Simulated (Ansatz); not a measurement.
## Nudged elastic band of C2H9GeNSi (part 2 of 2)

Continued. System: C2H9GeNSi. Method: RHF/def2-SVP (Ansatz 0.2.0). It belongs to a series of runs on one base structure; here: band between the two ends.

Geometry of the input (Å):
```
N  -1.6094  -0.2103  1.6819
C  -0.5090  -0.7791  1.8882
Ge 0.6805  -1.1534  0.3558
C  -0.0334  -0.2315  -1.2192
Si 0.3527  1.6081  -1.3790
H  -2.1363  -0.0738  2.5337
H  -0.1973  -1.0773  2.8979
H  0.7289  -2.6757  0.1381
H  2.1030  -0.6852  0.7148
H  0.3215  -0.7431  -2.1181
H  -1.1184  -0.3576  -1.1777
H  1.8017  1.8032  -1.6429
H  -0.4065  2.2040  -2.5067
H  0.0089  2.3424  -0.1379
```

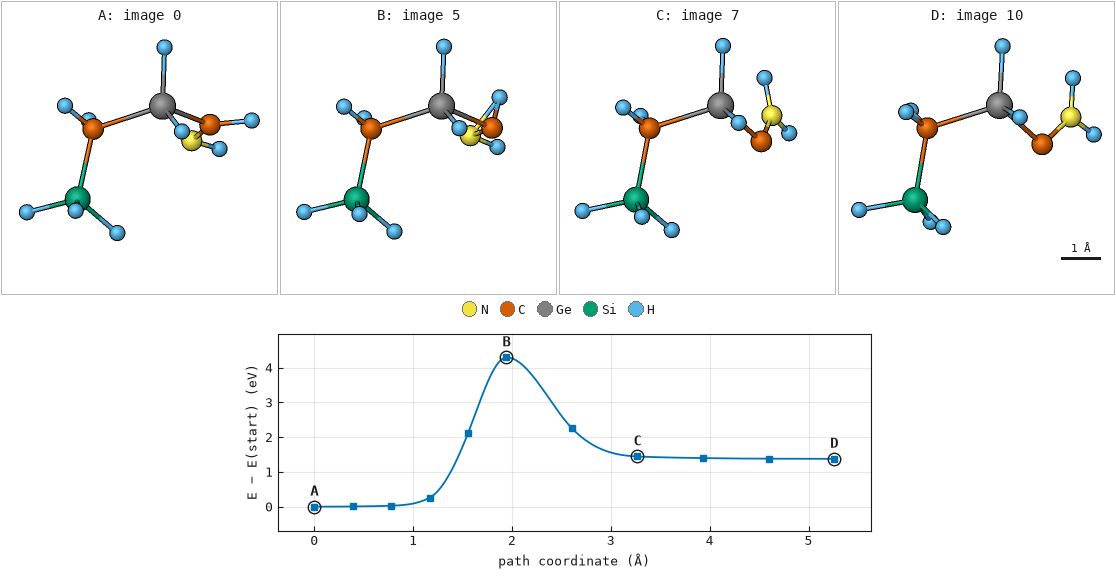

Images of the last band (counted from 0; ball-and-stick, seen at a tilt) above the energy along the path; the line is a cubic interpolation that uses the forces. The highest image is number 5, 4.295 eV above the start and 2.918 eV above the end (the climbing image); the end lies 1.377 eV above the start. The path is 5.26 Å long. The band converged in 27 iterations.

```
Total energy: -68003.49007013 eV, -2499.0821656562 hartree
Atom 0 at    -1.452013    -0.251736     1.825051 Å, force     0.000954    -0.002199     0.000116 eV/Å
Atom 1 at    -0.186119    -0.600767     2.061917 Å, force    -0.001794    -0.006892     0.001175 eV/Å
Atom 2 at     0.805429    -1.087220     0.406220 Å, force     0.001421     0.005132    -0.000357 eV/Å
Atom 3 at     0.019962    -0.241844    -1.191277 Å, force    -0.001031    -0.001169    -0.001561 eV/Å
Atom 4 at     0.312741     1.607756    -1.408982 Å, force     0.000241    -0.000374     0.001770 eV/Å
Atom 5 at    -1.917000    -0.008135     2.694894 Å, force     0.001705     0.003168    -0.000022 eV/Å
Atom 6 at    -1.151243    -1.348203     2.398038 Å, force    -0.001305     0.001341    -0.001169 eV/Å
Atom 7 at     0.754723    -2.622098     0.280034 Å, force     0.000030     0.001442     0.001283 eV/Å
Atom 8 at     2.268940    -0.661883     0.591966 Å, force     0.000554    -0.000059     0.000881 eV/Å
Atom 9 at     0.395969    -0.760600    -2.078102 Å, force    -0.000356    -0.000155    -0.000434 eV/Å
Atom 10 at    -1.057891    -0.421818    -1.146472 Å, force    -0.000340     0.000185    -0.000609 eV/Å
Atom 11 at     1.753599     1.880751    -1.639804 Å, force    -0.000002    -0.000068    -0.000631 eV/Å
Atom 12 at    -0.451993     2.132266    -2.568090 Å, force    -0.000468    -0.000272     0.000138 eV/Å
Atom 13 at    -0.108203     2.354331    -0.196592 Å, force     0.000392    -0.000078    -0.000581 eV/Å
Dipole moment:    -0.341270    -0.199343     0.054514 e Å
this run last wrote the band of iteration 27 to [file]; this run last wrote the band within `neb.f_tol` of iteration 25 to [file]
```

**The last band as extended XYZ (Å, eV, eV/Å)**
```
14
Properties=species:S:1:pos:R:3:forces:R:3 image=0 energy=-68007.78532
N    -1.6094   -0.2103    1.6819   -0.0108   0.0047   0.0025
C    -0.5090   -0.7791    1.8882    0.0143   0.0001   0.0134
Ge    0.6805   -1.1534    0.3558   -0.0008  -0.0026   0.0032
C    -0.0334   -0.2315   -1.2192    0.0004   0.0005  -0.0005
Si    0.3527    1.6081   -1.3790    0.0012   0.0033  -0.0005
H    -2.1363   -0.0738    2.5337    0.0012  -0.0038  -0.0026
H    -0.1973   -1.0773    2.8979   -0.0052   0.0034  -0.0140
H     0.7289   -2.6757    0.1381    0.0020   0.0002  -0.0020
H     2.1030   -0.6852    0.7148   -0.0027  -0.0011  -0.0013
H     0.3215   -0.7431   -2.1181    0.0011  -0.0007  -0.0005
H    -1.1184   -0.3576   -1.1777    0.0002   0.0003   0.0015
H     1.8017    1.8032   -1.6429   -0.0021  -0.0014   0.0000
H    -0.4065    2.2040   -2.5067    0.0003  -0.0009   0.0013
H     0.0089    2.3424   -0.1379    0.0010  -0.0019  -0.0005
14
Properties=species:S:1:pos:R:3:forces:R:3 image=1 energy=-68007.77888
N    -1.5114   -0.0540    1.7274   -0.0102  -0.0035  -0.0125
C    -0.5305   -0.8226    1.8831    0.0082   0.0134   0.0099
Ge    0.6865   -1.1541    0.3631   -0.0084  -0.0115  -0.0028
C    -0.0203   -0.2364   -1.2175   -0.0009   0.0026  -0.0018
Si    0.3297    1.6106   -1.3849    0.0006  -0.0013  -0.0013
H    -2.0591    0.0451    2.5713   -0.0062  -0.0141  -0.0032
H    -0.3345   -1.3143    2.8445    0.0160   0.0144   0.0074
H     0.7697   -2.6737    0.1326   -0.0002  -0.0014  -0.0041
H     2.0943   -0.6626    0.7466   -0.0037  -0.0011   0.0018
H     0.3598   -0.7410   -2.1103   -0.0019   0.0004  -0.0007
H    -1.1033   -0.3836   -1.1977   -0.0006   0.0016   0.0005
H     1.7768    1.8299   -1.6406    0.0019  -0.0019   0.0015
H    -0.4302    2.1730   -2.5298    0.0023   0.0033   0.0024
H    -0.0406    2.3546   -0.1591    0.0032  -0.0011   0.0030
14
Properties=species:S:1:pos:R:3:forces:R:3 image=2 energy=-68007.75723
N    -1.3946    0.0742    1.8004   -0.0204  -0.0060  -0.0225
C    -0.5508   -0.8528    1.8738   -0.0110  -0.0250   0.0021
Ge    0.7077   -1.1414    0.3773   -0.0242  -0.0149  -0.0108
C    -0.0048   -0.2351   -1.2079   -0.0063   0.0010  -0.0081
Si    0.3127    1.6168   -1.3947    0.0030   0.0004   0.0013
H    -1.9967    0.1054    2.6118    0.0001   0.0224  -0.0013
H    -0.5243   -1.5304    2.7359    0.0744   0.0147   0.0437
H     0.8009   -2.6614    0.1527    0.0132  -0.0097  -0.0323
H     2.1140   -0.6396    0.7519   -0.0410   0.0078   0.0463
H     0.3828   -0.7404   -2.0971    0.0017   0.0047  -0.0066
H    -1.0854   -0.3993   -1.1895   -0.0051   0.0043  -0.0168
H     1.7569    1.8591   -1.6462    0.0041  -0.0054   0.0016
H    -0.4499    2.1442   -2.5549    0.0055   0.0028   0.0019
H    -0.0817    2.3715   -0.1847    0.0061   0.0030   0.0015
14
Properties=species:S:1:pos:R:3:forces:R:3 image=3 energy=-68007.52820
N    -1.3511    0.1304    1.8428    0.2392   0.7827   0.1687
C    -0.5052   -0.7943    1.8909   -0.7875  -0.4180  -0.5071
Ge    0.7735   -1.1035    0.4011   -0.1476  -0.0564  -0.0073
C     0.0101   -0.2358   -1.1879    0.0058   0.0063   0.0020
Si    0.3080    1.6175   -1.3972   -0.0024   0.0122   0.0206
H    -1.9889    0.0134    2.6189   -0.2925   0.2526  -0.2745
H    -0.7614   -1.5719    2.6020    1.0355  -0.5916   0.4685
H     0.7599   -2.6340    0.2465    0.0783  -0.0445  -0.0847
H     2.2344   -0.6661    0.6210   -0.1714   0.0450   0.2224
H     0.3809   -0.7531   -2.0778    0.0217   0.0073   0.0113
H    -1.0683   -0.4096   -1.1418    0.0043   0.0061  -0.0156
H     1.7499    1.8749   -1.6482    0.0007  -0.0123  -0.0058
H    -0.4604    2.1396   -2.5561    0.0058  -0.0217  -0.0010
H    -0.0945    2.3633   -0.1854    0.0102   0.0322   0.0025
14
Properties=species:S:1:pos:R:3:forces:R:3 image=4 energy=-68005.67029
N    -1.4053   -0.0251    1.8056    0.7486   4.3838  -0.5037
C    -0.3498   -0.7082    1.9928   -3.3180  -2.0055  -1.3215
Ge    0.8011   -1.0913    0.4066   -0.0395  -0.0021   0.1342
C     0.0136   -0.2386   -1.1874    0.0072   0.0065   0.0895
Si    0.3107    1.6129   -1.4033   -0.0291   0.0551   0.0610
H    -1.9406   -0.0355    2.6668   -0.7133  -0.5454  -0.7239
H    -0.9757   -1.4489    2.5068    3.2844  -1.9176   2.0692
H     0.7478   -2.6244    0.2697    0.0385   0.0231  -0.0062
H     2.2670   -0.6705    0.5859   -0.0449   0.0325   0.1282
H     0.3847   -0.7576   -2.0778    0.0345  -0.0139   0.0808
H    -1.0645   -0.4143   -1.1415    0.0117   0.0095   0.0168
H     1.7528    1.8770   -1.6442   -0.0021  -0.0202  -0.0115
H    -0.4558    2.1389   -2.5610    0.0072  -0.0294  -0.0103
H    -0.0992    2.3565   -0.1903    0.0148   0.0237  -0.0027
14
Properties=species:S:1:pos:R:3:forces:R:3 image=5 energy=-68003.49007
N    -1.4520   -0.2517    1.8251    0.0010  -0.0022   0.0001
C    -0.1861   -0.6008    2.0619   -0.0018  -0.0069   0.0012
Ge    0.8054   -1.0872    0.4062    0.0014   0.0051  -0.0004
C     0.0200   -0.2418   -1.1913   -0.0010  -0.0012  -0.0016
Si    0.3127    1.6078   -1.4090    0.0002  -0.0004   0.0018
H    -1.9170   -0.0081    2.6949    0.0017   0.0032   0.0000
H    -1.1512   -1.3482    2.3980   -0.0013   0.0013  -0.0012
H     0.7547   -2.6221    0.2800    0.0000   0.0014   0.0013
H     2.2689   -0.6619    0.5920    0.0006  -0.0001   0.0009
H     0.3960   -0.7606   -2.0781   -0.0004  -0.0002  -0.0004
H    -1.0579   -0.4218   -1.1465   -0.0003   0.0002  -0.0006
H     1.7536    1.8808   -1.6398    0.0000  -0.0001  -0.0006
H    -0.4520    2.1323   -2.5681   -0.0005  -0.0003   0.0001
H    -0.1082    2.3543   -0.1966    0.0004  -0.0001  -0.0006
14
Properties=species:S:1:pos:R:3:forces:R:3 image=6 energy=-68005.53098
N    -1.3525   -0.5017    2.0775    0.5396  -1.4142   1.4578
C    -0.0962   -0.2116    1.8862    0.5248   2.2630  -1.0217
Ge    0.8426   -1.1017    0.4186    0.1932  -0.0984   0.0786
C     0.0267   -0.2455   -1.1774    0.0371  -0.0205   0.0802
Si    0.3103    1.6108   -1.4016    0.0202   0.0112   0.0433
H    -1.9010    0.0393    2.7213    0.0844   0.3116   0.1475
H    -1.4193   -1.4792    2.2704   -1.5872  -0.7608  -0.7480
H     0.7544   -2.6363    0.2810   -0.0466  -0.0937   0.0073
H     2.3024   -0.6797    0.5713    0.1817  -0.1421  -0.1110
H     0.3999   -0.7608   -2.0688    0.0186  -0.0076   0.0551
H    -1.0517   -0.4300   -1.1390    0.0334  -0.0291   0.0385
H     1.7485    1.8851   -1.6422    0.0093  -0.0043  -0.0064
H    -0.4578    2.1217   -2.5682    0.0141  -0.0532  -0.0006
H    -0.1192    2.3604   -0.2004   -0.0228   0.0380  -0.0208
14
Properties=species:S:1:pos:R:3:forces:R:3 image=7 energy=-68006.34058
N    -1.2225   -0.6395    2.3372    0.0464  -0.0397   0.0554
C    -0.1741   -0.0498    1.8505   -0.0241   0.0306  -0.0052
Ge    0.7969   -1.0033    0.4295   -0.0164   0.0244   0.0024
C     0.0662   -0.2196   -1.2261    0.0116   0.0051  -0.0130
Si    0.3236    1.6355   -1.4781    0.0040   0.0069  -0.0146
H    -1.8099   -0.1556    2.9946    0.0172  -0.0382   0.0570
H    -1.5276   -1.5792    2.1326   -0.0322  -0.0167  -0.0274
H     0.5783   -2.5399    0.4037   -0.0413   0.0213   0.0262
H     2.2994   -0.7301    0.5673   -0.0012  -0.0146  -0.0006
H     0.4806   -0.7529   -2.0862    0.0156   0.0032  -0.0052
H    -1.0096   -0.4242   -1.2217    0.0079   0.0028  -0.0180
H     1.7672    1.9306   -1.6538    0.0068   0.0086  -0.0024
H    -0.3967    2.0878   -2.6960    0.0160  -0.0051  -0.0269
H    -0.1849    2.4111   -0.3246   -0.0104   0.0114  -0.0276
14
Properties=species:S:1:pos:R:3:forces:R:3 image=8 energy=-68006.38750
N    -1.1606   -0.7242    2.4916    0.0025  -0.0062   0.0103
C    -0.2729   -0.0194    1.8594   -0.0062   0.0003   0.0019
Ge    0.6852   -0.9537    0.4152   -0.0083   0.0042  -0.0019
C     0.0678   -0.1801   -1.2868    0.0015   0.0028  -0.0045
Si    0.3448    1.6678   -1.5661    0.0025   0.0020  -0.0063
H    -1.7148   -0.3038    3.2181    0.0057  -0.0095   0.0143
H    -1.3716   -1.6985    2.3305    0.0104  -0.0083   0.0129
H     0.4050   -2.4821    0.4050   -0.0122   0.0034  -0.0003
H     2.1937   -0.7404    0.6021   -0.0080  -0.0010   0.0026
H     0.5490   -0.7282   -2.1024    0.0037   0.0020  -0.0011
H    -1.0044   -0.3861   -1.3664   -0.0002   0.0035  -0.0094
H     1.7965    1.9763   -1.5728    0.0027   0.0026   0.0054
H    -0.2188    2.0648   -2.8823    0.0133  -0.0009  -0.0116
H    -0.3119    2.4786   -0.5163   -0.0075   0.0051  -0.0123
14
Properties=species:S:1:pos:R:3:forces:R:3 image=9 energy=-68006.40444
N    -1.0723   -0.7348    2.6011    0.0021   0.0001   0.0004
C    -0.3319   -0.0016    1.8276   -0.0012  -0.0004   0.0000
Ge    0.5885   -0.9585    0.3736   -0.0028  -0.0001  -0.0015
C     0.0607   -0.1711   -1.3497    0.0006   0.0005  -0.0008
Si    0.3333    1.6833   -1.5932   -0.0004   0.0002  -0.0003
H    -1.5779   -0.3159    3.3632    0.0022  -0.0004   0.0029
H    -1.2063   -1.7327    2.5231    0.0028  -0.0012   0.0042
H     0.2545   -2.4765    0.3654   -0.0028   0.0002  -0.0007
H     2.1007   -0.8006    0.5926   -0.0016  -0.0008   0.0001
H     0.6070   -0.7033   -2.1345    0.0008   0.0006  -0.0002
H    -0.9998   -0.3895   -1.5099   -0.0001   0.0003  -0.0028
H     1.7477    2.0428   -1.3240   -0.0006   0.0011   0.0045
H     0.0262    2.0492   -3.0004    0.0048   0.0000  -0.0022
H    -0.5435    2.4801   -0.7060   -0.0036   0.0000  -0.0036
14
Properties=species:S:1:pos:R:3:forces:R:3 image=10 energy=-68006.40824
N    -0.9861   -0.6489    2.6243    0.0003   0.0148   0.0104
C    -0.2653    0.0216    1.7789   -0.0033  -0.0138  -0.0032
Ge    0.5505   -1.0230    0.3226    0.0023   0.0053   0.0027
C     0.0919   -0.1981   -1.4023   -0.0019  -0.0023  -0.0069
Si    0.2721    1.6799   -1.5414   -0.0006  -0.0068   0.0046
H    -1.4288   -0.1784    3.3954    0.0001  -0.0061  -0.0032
H    -1.1622   -1.6429    2.5985    0.0020   0.0028  -0.0047
H     0.0964   -2.5089    0.3299    0.0007   0.0015  -0.0013
H     2.0720   -0.9844    0.5341   -0.0007  -0.0023  -0.0005
H     0.7214   -0.6646   -2.1663   -0.0054   0.0032   0.0051
H    -0.9407   -0.4643   -1.6486    0.0062   0.0012   0.0000
H     1.5897    2.1268   -1.0276    0.0017   0.0008   0.0010
H     0.1785    2.0794   -2.9699   -0.0004   0.0012  -0.0036
H    -0.8024    2.3763   -0.7986   -0.0012   0.0004  -0.0004
```

**Summary**

| quantity | value |
| --- | --- |
| outcome | converged |
| barrier, forward | 4.295 eV |
| barrier, backward | 2.918 eV |
| wall time | 5.6 min (CPU time 11 min) |
| peak memory | 0.39 GiB |

**Remarks**

The order of the saddle point was not checked.
